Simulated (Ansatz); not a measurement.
# CH5CuN+: geometry optimisation

The task: find the minimum of CH5CuN+ nearest to the start.

Method: RKS PBE0-D4/def2-TZVPD; program: Ansatz 0.2.0.

2 further runs of the same task are left out: 2 set aside as unsound or not needed.

## (1) Where the work starts

8 atoms, charge 1, spin multiplicity 1.

Atoms are counted from 1 here; the program's logs count them from 0.

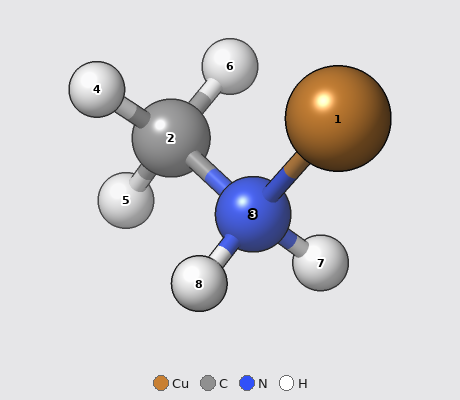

Start geometry, drawn with copper orange, carbon grey, nitrogen blue, hydrogen white; atoms are numbered from 1 in the order of the file.

Geometry (Å):

```
Cu    0.42936   -0.04620   -2.19155
C    -0.21823    0.52897    0.56268
N     0.18968   -0.57056   -0.36806
H     0.55356    1.31632    0.55660
H    -0.33659    0.14037    1.59116
H    -1.17512    0.95808    0.22229
H    -0.50947   -1.32806   -0.33763
H     1.06682   -0.99902   -0.03550
```

## (2) Relaxation

Input file input.yaml:

```yaml
crystal:
  periodic: [false, false, false]
  atoms:
    - { symbol: Cu, position_ang: [0.429359, -0.046201, -2.191547] }
    - { symbol: C, position_ang: [-0.218234, 0.528967, 0.562682] }
    - { symbol: "N", position_ang: [0.189684, -0.570562, -0.368062] }
    - { symbol: H, position_ang: [0.553561, 1.316323, 0.556597] }
    - { symbol: H, position_ang: [-0.336595, 0.140368, 1.59116] }
    - { symbol: H, position_ang: [-1.175119, 0.958078, 0.222295] }
    - { symbol: H, position_ang: [-0.509472, -1.328056, -0.337627] }
    - { symbol: H, position_ang: [1.066816, -0.999018, -0.035497] }
total_charge: 1
basis:
  gaussian: { orbitals: def2-TZVPD }
hamiltonian:
  xc: pbe0
  dispersion: d4
output:
  forces: true
relax:
  f_tol: 0.003
  max_steps: 120
```

The run is started by

```
ansatz run input.yaml --threads 1 --pin off --max-ram 2560MiB --backend cpu --events-out ev --progress --plain --runs-dir out
```

**Question.** What will these runs give? Wanted: energy gained; root mean square move.

**Answer**, as computed:

```
             quantity      value
        energy gained  0.0253 eV
root mean square move    0.020 Å
```

In words: Bond lengths: Cu1–N3 1.941 Å, C2–N3 1.487 Å, C2–H4 1.088 Å, C2–H5 1.091 Å, C2–H6 1.088 Å, N3–H7 1.018 Å, N3–H8 1.018 Å. Angles: N3–C2–H4 109.5°, N3–C2–H5 110.5°, N3–C2–H6 109.5°, H4–C2–H5 109.1°, H4–C2–H6 109.1°, H5–C2–H6 109.1°, Cu1–N3–C2 116.2°, Cu1–N3–H7 108.5°, Cu1–N3–H8 108.5°, C2–N3–H7 109.0°, C2–N3–H8 109.0°, H7–N3–H8 105.0°. No frequencies were computed here.
